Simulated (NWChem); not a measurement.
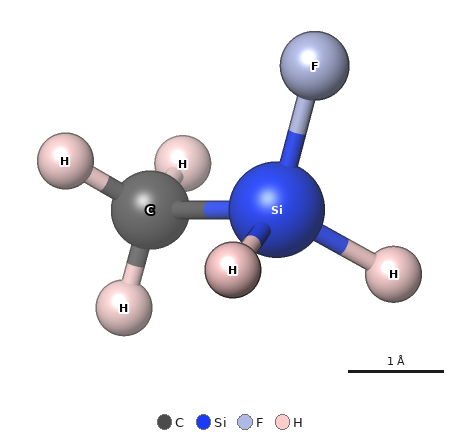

**Figure 1.** The structure (ball-and-stick view, seen at a tilt). Bond lengths as drawn: C–H 1.09 Å, C–Si 1.85 Å, F–Si 1.60 Å and H–Si 1.48 Å.

## Run report: CH$_{5}$FSi, energy and gradient calculation

The run: energy and gradient calculation of CH$_{5}$FSi. Method and program: r2SCAN/6-311+G**, RKS (NWChem 7.3.0).

The geometry comes from this level: PBE0-D4/def2-TZVP.

Input:
```
start job
title "CH5FSi"
memory total 2200 mb
charge 0

geometry units angstroms noautosym nocenter noautoz
  C       -0.521400       0.700300      -0.437000
  Si       0.448400      -0.642000       0.395200
  F        1.946500      -0.649600      -0.178800
  H       -0.562400       0.542500      -1.517100
  H       -1.546700       0.713200      -0.056500
  H       -0.077200       1.680300      -0.248400
  H        0.538700      -0.420800       1.860700
  H       -0.133700      -1.981200       0.126000
end

basis spherical bse
  * library 6-311+G**
end

dft
  xc r2scan
  grid fine
  convergence energy 1e-08
  maxiter 100
  mulliken
  noprint "final vectors analysis"
end

task dft gradient
```

Hardware: 1 thread of Intel Xeon @ 2.90GHz (Ice Lake), 16 GiB of memory available, shared host.

Command:
```bash
nwchem job.nw > job.out
```

Log:
```
Northwest Computational Chemistry Package (NWChem) 7.3.0
             --------------------------------------------------------

           Job information
           ---------------

    nwchem branch   = 7.3.0
    use scalapack   = T
    input           = job.nw
    prefix          = job.
    data base       = ./job.db
    status          = startup
    nproc           =        1

           Memory information
           ------------------

    heap     =     72089594 doubles =      550.0 Mbytes
    stack    =     72089599 doubles =      550.0 Mbytes
    global   =    144179200 doubles =     1100.0 Mbytes (distinct from heap & stack)
    total    =    288358393 doubles =     2200.0 Mbytes
    verify   = yes
    hardfail = no

           Directory information
           ---------------------

  0 permanent = .
  0 scratch   = .

                                NWChem Input Module
                                -------------------

                                      CH5FSi
                                      ------

 Scaling coordinates for geometry "geometry" by  1.889725989
 (inverse scale =  0.529177249)

                             Geometry "geometry" -> ""
                             -------------------------

 Output coordinates in angstroms (scale by  1.889725989 to convert to a.u.)

  No.       Tag          Charge          X              Y              Z
 ---- ---------------- ---------- -------------- -------------- --------------
    1 C                    6.0000    -0.52140000     0.70030000    -0.43700000
    2 Si                  14.0000     0.44840000    -0.64200000     0.39520000
    3 F                    9.0000     1.94650000    -0.64960000    -0.17880000
    4 H                    1.0000    -0.56240000     0.54250000    -1.51710000
    5 H                    1.0000    -1.54670000     0.71320000    -0.05650000
    6 H                    1.0000    -0.07720000     1.68030000    -0.24840000
    7 H                    1.0000     0.53870000    -0.42080000     1.86070000
    8 H                    1.0000    -0.13370000    -1.98120000     0.12600000

      Atomic Mass
      -----------

      C                 12.000000
      Si                27.976930
      F                 18.998400
      H                  1.007825

 Effective nuclear repulsion energy (a.u.)     115.9591238182

            Nuclear Dipole moment (a.u.)
            ----------------------------
        X                 Y               Z
 ---------------- ---------------- ----------------
    35.6901209107   -19.0835868683     2.7709052171

            XYZ format geometry
            -------------------
     8
 geometry
 C                    -0.52140000     0.70030000    -0.43700000
 Si                    0.44840000    -0.64200000     0.39520000
 F                     1.94650000    -0.64960000    -0.17880000
 H                    -0.56240000     0.54250000    -1.51710000
 H                    -1.54670000     0.71320000    -0.05650000
 H                    -0.07720000     1.68030000    -0.24840000
 H                     0.53870000    -0.42080000     1.86070000
 H                    -0.13370000    -1.98120000     0.12600000

 ==============================================================================
                                internuclear distances
 ------------------------------------------------------------------------------
       center one      |      center two      | atomic units |  angstroms
 ------------------------------------------------------------------------------
    2 Si               |   1 C                |     3.50229  |     1.85333
    3 F                |   2 Si               |     3.03172  |     1.60432
    4 H                |   1 C                |     2.06422  |     1.09234
    5 H                |   1 C                |     2.06680  |     1.09370
    6 H                |   1 C                |     2.06429  |     1.09238
    7 H                |   2 Si               |     2.80596  |     1.48485
    8 H                |   2 Si               |     2.80595  |     1.48485
 ------------------------------------------------------------------------------
                         number of included internuclear distances:          7
 ==============================================================================

 ==============================================================================
                                 internuclear angles
 ------------------------------------------------------------------------------
        center 1       |       center 2       |       center 3       |  degrees
 ------------------------------------------------------------------------------
    2 Si               |   1 C                |   4 H                |   111.04
    2 Si               |   1 C                |   5 H                |   110.05
    2 Si               |   1 C                |   6 H                |   111.07
    4 H                |   1 C                |   5 H                |   108.09
    4 H                |   1 C                |   6 H                |   108.40
    5 H                |   1 C                |   6 H                |   108.09
    1 C                |   2 Si               |   3 F                |   109.35
    1 C                |   2 Si               |   7 H                |   111.54
    1 C                |   2 Si               |   8 H                |   111.51
    3 F                |   2 Si               |   7 H                |   107.28
    3 F                |   2 Si               |   8 H                |   107.27
    7 H                |   2 Si               |   8 H                |   109.70
 ------------------------------------------------------------------------------
                            number of included internuclear angles:         12
 ==============================================================================

 Summary of "ao basis" -> "" (spherical)
 ------------------------------------------------------------------------------
       Tag                 Description            Shells   Functions and Types
 ---------------- ------------------------------  ------  ---------------------
 *                         6-311+G**                  on all atoms

                                 NWChem DFT Module
                                 -----------------

                                      CH5FSi

                      Basis "ao basis" -> "ao basis" (spherical)
                      -----
  [basis functions not shown]

 Summary of "ao basis" -> "ao basis" (spherical)
 ------------------------------------------------------------------------------
       Tag                 Description            Shells   Functions and Types
 ---------------- ------------------------------  ------  ---------------------
 C                         6-311+G**                10       22   5s4p1d
 Si                        6-311+G**                14       30   7s6p1d
 F                         6-311+G**                10       22   5s4p1d
 H                         6-311+G**                 4        6   3s1p

 Summary of "ao basis" -> "ao basis" (spherical)
 ------------------------------------------------------------------------------
       Tag                 Description            Shells   Functions and Types
 ---------------- ------------------------------  ------  ---------------------
 C                         6-311+G**                10       22   5s4p1d
 Si                        6-311+G**                14       30   7s6p1d
 F                         6-311+G**                10       22   5s4p1d
 H                         6-311+G**                 4        6   3s1p

  Caching 1-el integrals
  itol2e modified to match energy
  convergence criterion.
  tol_rho modified to match energy
  convergence criterion.

            General Information
            -------------------
          SCF calculation type: DFT
          Wavefunction type:  closed shell.
          No. of atoms     :     8
          No. of electrons :    34
           Alpha electrons :    17
            Beta electrons :    17
          Charge           :     0
          Spin multiplicity:     1
          Use of symmetry is: off; symmetry adaption is: off
          Maximum number of iterations: 100
          AO basis - number of functions:   104
                     number of shells:    54
          Convergence on energy requested:  1.00D-08
          Convergence on density requested:  1.00D-05
          Convergence on gradient requested:  5.00D-04

              XC Information
              --------------
                      r^2SCAN Method XC Functional
               r^2SCAN metaGGA Exchange Functional  1.000
                     r^2SCAN Correlation Potential  1.000

             Grid Information
             ----------------
          Grid used for XC integration:  fine
          Radial quadrature: Mura-Knowles
          Angular quadrature: Lebedev.
          Tag              B.-S. Rad. Rad. Pts. Rad. Cut. Ang. Pts.
          ---              ---------- --------- --------- ---------
          C                   0.70       70          12.0       590
          Si                  1.10      123          12.0       770
          F                   0.50       70          11.0       590
          H                   0.35       60          11.0       590
          Grid pruning is: on
          Number of quadrature shells:   563
          Spatial weights used:  Erf1

          Convergence Information
          -----------------------
          Convergence aids based upon iterative change in
          total energy or number of iterations.
          Levelshifting, if invoked, occurs when the
          HOMO/LUMO gap drops below (HL_TOL):  1.00D-02
          DIIS, if invoked, will attempt to extrapolate
          using up to (NFOCK): 10 stored Fock matrices.

                    Damping( 0%)  Levelshifting(0.5)       DIIS
                  --------------- ------------------- ---------------
          dE  on:    start            ASAP                start
          dE off:    2 iters        100 iters           100 iters

      Screening Tolerance Information
      -------------------------------
          Density screening/tol_rho:  1.00D-11
          AO Gaussian exp screening on grid/accAOfunc:  18
          CD Gaussian exp screening on grid/accCDfunc:  20
          XC Gaussian exp screening on grid/accXCfunc:  20
          Schwarz screening/accCoul:  1.00D-09

      Superposition of Atomic Density Guess
      -------------------------------------

 Sum of atomic energies:        -428.41279135

      Non-variational initial energy
      ------------------------------

 Total energy =    -429.540573
 1-e energy   =    -822.521768
 2-e energy   =     277.022071
 HOMO         =      -0.397182
 LUMO         =       0.030840

   Time after variat. SCF:      0.5

     ---------------------------------------------
      Total Density - Mulliken Population Analysis
     ---------------------------------------------

    Atom       Charge   Shell Charges
 -----------   ------   -------------------------------------------------------
    1 C    6     6.93   1.10  0.89  0.62  0.81  1.68  0.56  1.19  0.03  0.02  0.02
    2 Si  14    13.05   0.79  1.18  0.97  1.02  0.77  0.49  1.95  3.95  0.51  1.01  0.19  0.02  0.01  0.18
    3 F    9     9.48   1.08  0.92  1.21  1.10  2.56  0.89  1.84 -0.13  0.01  0.00
    4 H    1     0.78   0.24  0.42  0.09  0.02
    5 H    1     0.77   0.23  0.42  0.09  0.02
    6 H    1     0.78   0.24  0.42  0.09  0.02
    7 H    1     1.11   0.23  0.58  0.29  0.01
    8 H    1     1.11   0.23  0.58  0.29  0.01
   Time prior to 1st pass:      0.5

 Grid_pts file          = ./job.gridpts.0
 Record size in doubles =  12289        No. of grid_pts per rec  =   3070
 Max. records in memory =    157        Max. recs in file   = *********

           Memory utilization after 1st SCF pass:
           Heap Space remaining (MW):       36.60            36600770
          Stack Space remaining (MW):       72.09            72088812

   convergence    iter        energy       DeltaE   RMS-Dens  Diis-err    time
 ---------------- ----- ----------------- --------- --------- ---------  ------
 d= 0,ls=0.0,diis     1   -430.4118574391 -5.46D+02  8.43D-03  8.30D-01     2.9
 d= 0,ls=0.0,diis     2   -430.3602633674  5.16D-02  5.62D-03  1.30D+00     5.0
 d= 0,ls=0.0,diis     3   -430.4576711796 -9.74D-02  1.00D-03  1.11D-01     7.1
 d= 0,ls=0.0,diis     4   -430.4649457695 -7.27D-03  4.19D-04  4.02D-03     9.3
 d= 0,ls=0.0,diis     5   -430.4653541437 -4.08D-04  1.30D-04  5.08D-04    11.6
  Resetting Diis
 d= 0,ls=0.0,diis     6   -430.4654160747 -6.19D-05  2.59D-05  1.70D-05    13.8
 d= 0,ls=0.0,diis     7   -430.4654180330 -1.96D-06  1.04D-05  8.86D-07    16.1
 d= 0,ls=0.0,diis     8   -430.4654179873  4.57D-08  5.26D-06  1.54D-06    18.4
 d= 0,ls=0.0,diis     9   -430.4654181166 -1.29D-07  1.03D-06  6.05D-08    20.7
 d= 0,ls=0.0,diis    10   -430.4654181213 -4.71D-09  2.08D-07  9.71D-10    22.9

         Total DFT energy =     -430.465418121350
      One electron energy =     -825.581206858232
           Coulomb energy =      317.821162006813
    Exchange-Corr. energy =      -38.664497088173
 Nuclear repulsion energy =      115.959123818242

 Numeric. integr. density =       33.999999349102

     Total iterative time =     22.4s

     ---------------------------------------------
      Total Density - Mulliken Population Analysis
     ---------------------------------------------

    Atom       Charge   Shell Charges
 -----------   ------   -------------------------------------------------------
    1 C    6     6.75   1.10  0.88  0.64  0.74  1.59  0.58  1.14  0.04  0.02  0.02
    2 Si  14    13.25   0.79  1.18  0.95  1.03  0.79  0.46  1.97  3.91  0.64  1.15  0.08  0.03  0.02  0.26
    3 F    9     9.28   1.08  0.92  1.17  1.08  2.38  0.92  1.83 -0.12  0.04  0.00
    4 H    1     0.82   0.27  0.47  0.06  0.03
    5 H    1     0.83   0.26  0.47  0.07  0.03
    6 H    1     0.82   0.27  0.47  0.06  0.03
    7 H    1     1.13   0.25  0.60  0.27  0.01
    8 H    1     1.13   0.25  0.60  0.27  0.01

     -------------------------------------------
      Total Density - Lowdin Population Analysis
     -------------------------------------------

    Atom       Charge   Shell Charges
 -----------   ------   -------------------------------------------------------
    1 C    6     6.40   1.05  0.92  0.62  0.50  1.50  0.34  1.16  0.07  0.19  0.05
    2 Si  14    13.16   0.90  1.08  0.94  1.00  0.47  0.28  2.16  3.53  0.82  1.07  0.37  0.08  0.09  0.35
    3 F    9     9.44   1.03  0.96  1.19  0.99  2.34  0.70  1.68  0.15  0.40  0.00
    4 H    1     0.94   0.27  0.43  0.16  0.08
    5 H    1     0.94   0.27  0.43  0.16  0.08
    6 H    1     0.94   0.27  0.43  0.16  0.08
    7 H    1     1.10   0.27  0.53  0.28  0.02
    8 H    1     1.10   0.27  0.53  0.28  0.02

 center of mass
 --------------
 x =   1.22430142 y =  -0.63057640 z =   0.07620836

 moments of inertia (a.u.)
 ------------------
         139.803774066821          86.170849084221          -4.884688681699
          86.170849084221         250.336446186724          35.832034397569
          -4.884688681699          35.832034397569         296.901793120131

     Multipole analysis of the density
     ---------------------------------

     L   x y z        total         alpha         beta         nuclear
     -   - - -        -----         -----         ----         -------
     0   0 0 0     -0.000000    -17.000000    -17.000000     34.000000

     1   1 0 0     -0.710194    -18.200158    -18.200158     35.690121
     1   0 1 0      0.249148      9.666367      9.666367    -19.083587
     1   0 0 1      0.051322     -1.359791     -1.359791      2.770905

     2   2 0 0    -22.524750    -85.484075    -85.484075    148.443400
     2   1 1 0      0.806115     34.508117     34.508117    -68.210119
     2   1 0 1      0.440021     -4.531300     -4.531300      9.502622
     2   0 2 0    -19.737736    -46.006669    -46.006669     72.275601
     2   0 1 1     -0.147644     11.811092     11.811092    -23.769828
     2   0 0 2    -19.587537    -26.693240    -26.693240     33.798943

            General Information
            -------------------
          SCF calculation type: DFT
          Wavefunction type:  closed shell.
          No. of atoms     :     8
          No. of electrons :    34
           Alpha electrons :    17
            Beta electrons :    17
          Charge           :     0
          Spin multiplicity:     1
          Use of symmetry is: off; symmetry adaption is: off
          Maximum number of iterations: 100
          AO basis - number of functions:   104
                     number of shells:    54
          Convergence on energy requested:  1.00D-08
          Convergence on density requested:  1.00D-05
          Convergence on gradient requested:  5.00D-04

              XC Information
              --------------
                      r^2SCAN Method XC Functional
               r^2SCAN metaGGA Exchange Functional  1.000
                     r^2SCAN Correlation Potential  1.000

             Grid Information
             ----------------
          Grid used for XC integration:  fine
          Radial quadrature: Mura-Knowles
          Angular quadrature: Lebedev.
          Tag              B.-S. Rad. Rad. Pts. Rad. Cut. Ang. Pts.
          ---              ---------- --------- --------- ---------
          C                   0.70       70          12.0       590
          Si                  1.10      123          12.0       770
          F                   0.50       70          11.0       590
          H                   0.35       60          11.0       590
          Grid pruning is: on
          Number of quadrature shells:   563
          Spatial weights used:  Erf1

          Convergence Information
          -----------------------
          Convergence aids based upon iterative change in
          total energy or number of iterations.
          Levelshifting, if invoked, occurs when the
          HOMO/LUMO gap drops below (HL_TOL):  1.00D-02
          DIIS, if invoked, will attempt to extrapolate
          using up to (NFOCK): 10 stored Fock matrices.

                    Damping( 0%)  Levelshifting(0.5)       DIIS
                  --------------- ------------------- ---------------
          dE  on:    start            ASAP                start
          dE off:    2 iters        100 iters           100 iters

      Screening Tolerance Information
      -------------------------------
          Density screening/tol_rho:  1.00D-11
          AO Gaussian exp screening on grid/accAOfunc:  18
          CD Gaussian exp screening on grid/accCDfunc:  20
          XC Gaussian exp screening on grid/accXCfunc:  20
          Schwarz screening/accCoul:  1.00D-09

                            NWChem DFT Gradient Module
                            --------------------------

                                      CH5FSi

  charge          =   0.00
  wavefunction    = closed shell

                         DFT ENERGY GRADIENTS

    atom               coordinates                        gradient
                 x          y          z           x          y          z
   1 C      -0.985303   1.323375  -0.825810   -0.000576   0.000365  -0.000162
   2 Si      0.847353  -1.213204   0.746820    0.014146   0.001105  -0.006449
   3 F       3.678352  -1.227566  -0.337883   -0.014949  -0.000081   0.005850
   4 H      -1.062782   1.025176  -2.866903    0.000312  -0.000201   0.000996
   5 H      -2.922839   1.347753  -0.106770    0.001042  -0.000377  -0.000067
   6 H      -0.145887   3.175307  -0.469408   -0.000051  -0.001027   0.000053
   7 H       1.017995  -0.795197   3.516213   -0.000098  -0.000217  -0.000465
   8 H      -0.252656  -3.743925   0.238105    0.000174   0.000432   0.000243

                 ----------------------------------------
                 |  Time  |  1-e(secs)   |  2-e(secs)   |
                 ----------------------------------------
                 |  CPU   |       0.01   |       5.68   |
                 ----------------------------------------
                 |  WALL  |       0.01   |       5.68   |
                 ----------------------------------------

 Task  times  cpu:       32.2s     wall:       32.2s
 Total times  cpu:       32.2s     wall:       32.2s
```

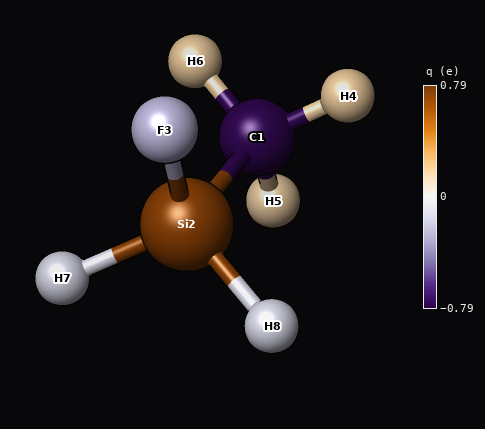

**Figure 2.** Mulliken charges, as the colour of each atom (ball-and-stick view, seen at an oblique angle; atoms are numbered from 1 in the order of the input). By element: C −0.75, Si +0.75, F −0.28 and H −0.13 to +0.18 e.

Results in brief:

- outcome: converged
- total energy: −430.465418 hartree
- basis functions: 104
- largest force: 0.825 eV/Å
- dipole moment: 1.92 D
- wall time: 33 s
- peak memory: 0.12 GiB
